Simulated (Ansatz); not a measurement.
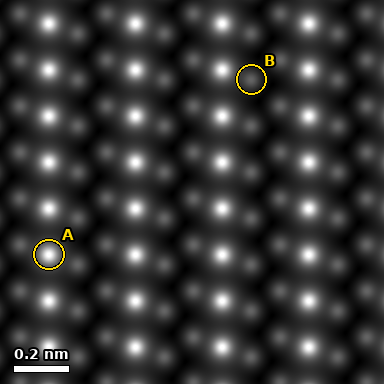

Map of the projected electrostatic potential of YbF$_{2}$ (P-3m1, No. 164) along [102]. Computed as the sum of neutral-atom potentials (tabulated electron scattering factors, B = 0.5 Å²) projected along the beam and smoothed by 0.25 Å; brighter is more positive. The display is stretched by a gamma of 0.6; percentages refer to the linear signal. Structure used: the end point of a relaxation at fixed volume with DFT PBEsol, scalar-relativistic, plane waves, PAW (Ansatz); the starting structure was generated, so it need not be a known form of this composition.

```yaml
crystal:
  lattice:
    - [3.64844, 0.00000, 0.00000]
    - [-1.82422, 3.15964, 0.00000]
    - [0.00000, 0.00000, 4.39979]
  atoms:
    - { symbol: Yb, position: [0.00000, 0.00000, 0.00000] }
    - { symbol: F, position: [0.33333, 0.66667, 0.21599] }
    - { symbol: F, position: [0.66667, 0.33333, 0.78401] }
```

Assign the marked columns.

Answer. A: Yb (1 Yb per 9.53 Å along the beam; the brightest kind). B: F (1 F per 9.53 Å along the beam; about 20 % of the brightest peak). Brightness is counted from the darkest point of the image.
